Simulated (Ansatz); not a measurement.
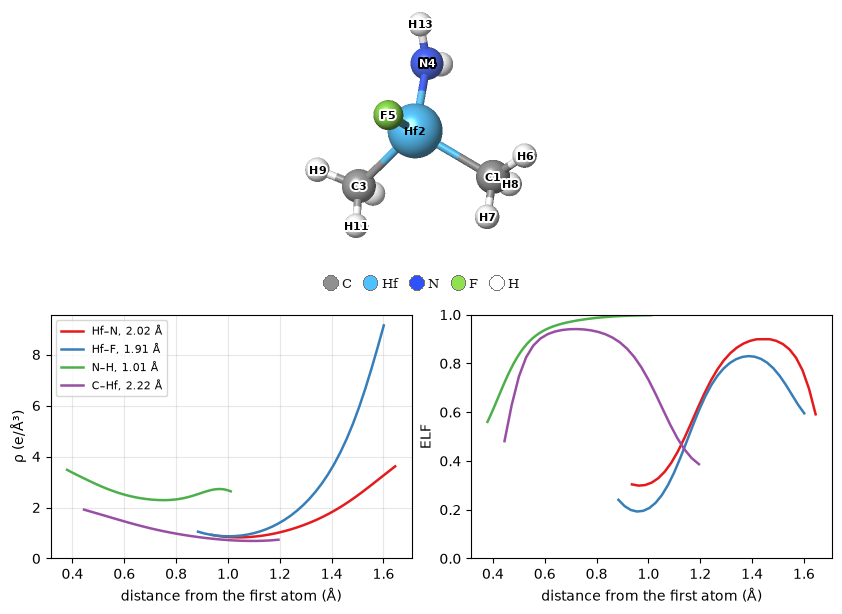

The picture shows: C2H8FHfN (SMILES [CH3][Hf]([CH3])([NH2])[F]). Electron density and electron localisation function along straight lines between neighbouring atoms. The curves leave out the atomic cores. The structure is drawn too.

Geometry: PBE0-D4/def2-TZVP; core potentials replace the inner electrons of Hf.

Theory: Ansatz, RKS PBE0-D4/def2-TZVPP.

```xyz
13

C    -1.7238    0.1457   -0.9033
Hf    0.2938    0.6204   -0.0998
C     1.4404   -1.2664   -0.3593
N     0.1149    0.9838    1.8840
F     1.1031    2.0605   -1.0623
H    -2.3961    1.0113   -0.9007
H    -1.6588   -0.2126   -1.9386
H    -2.2132   -0.6433   -0.3193
H     2.4894   -1.1709   -0.0565
H     1.0082   -2.0835    0.2311
H     1.4329   -1.5881   -1.4087
H    -0.2902    0.3319    2.5434
H     0.3992    1.8112    2.3898
```

### What can be read from the curves?

Hf–N (2.02 Å): ρ at the midpoint is about 0.83 e/Å³; the ELF peaks at about 0.90 in the valence shell of N, 0.6 Å from its nucleus, and is about 0.30 at the midpoint.
Hf–F (1.91 Å): ρ at the midpoint is about 0.9 e/Å³; the ELF peaks at about 0.85 in the valence shell of F, 0.5 Å from its nucleus, and drops to about 0.20 between the two atoms.
N–H (1.01 Å): ρ at the midpoint is about 2.9 e/Å³; the ELF climbs to about 1 towards the hydrogen, as it does in any bond to H; a covalent bond by its length.
C–Hf (2.22 Å): the density is about 0.69 e/Å³ at the midpoint; the ELF peaks at about 0.95 in the valence shell of C, 0.7 Å from its nucleus, and is about 0.50 at the midpoint.
